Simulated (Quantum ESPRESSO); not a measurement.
# Carrying a functional's shift from two faces of Al to a third

Method. Quantum ESPRESSO 7.5 (pw.x, pp.x), GBRV ultrasoft files, cold smearing of 0.02 Ry; slabs at the tabulated lattice constant, relaxed under PBE by Ansatz 0.2.0; both functionals on the same atoms. Work functions in eV.

| face | area an atom (Å²) | PBE | LDA |
| --- | --- | --- | --- |
| (111) | 7.10 | 4.103 | 4.274 |
| (100) | 8.20 | 4.223 | 4.377 |
| (110) | 11.60 | 4.028 | withheld |

**Question.** What does LDA give for (110)?

**Fit.** The shifts from PBE are 4.274 − 4.103 = +0.171 eV and 4.377 − 4.223 = +0.154 eV, +0.163 eV in the mean. A rigid shift gives 4.028 + (+0.163) = 4.191 eV.

What the calculation gave: 4.201 eV; the estimate misses by −0.010 eV. The shift is rigid within 0.03 eV, so differences between faces carry over. The measured value for this face is 4.23 eV (“Properties of real metallic surfaces: Effects of density functional semilocality and van der Waals nonlocality” (2017, arxiv:1702.08515)): PBE is off by −0.20 eV and LDA by −0.03 eV; other measurements of a face can differ by 0.1 to 0.2 eV.

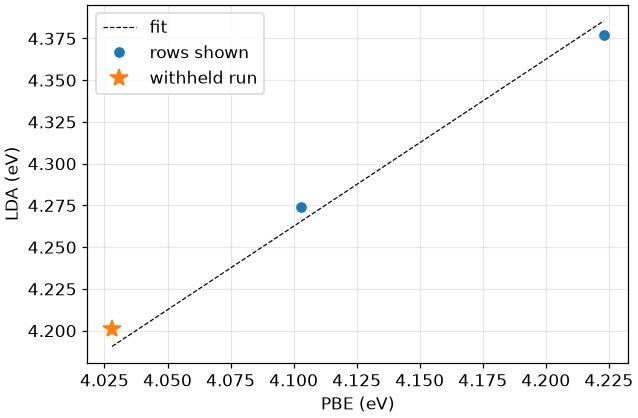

The rows shown, the fit and the withheld run.

**Limits.** Thin, unreconstructed slabs; thickness and mesh leave some 0.05 to 0.1 eV open, which largely cancels in the shift.
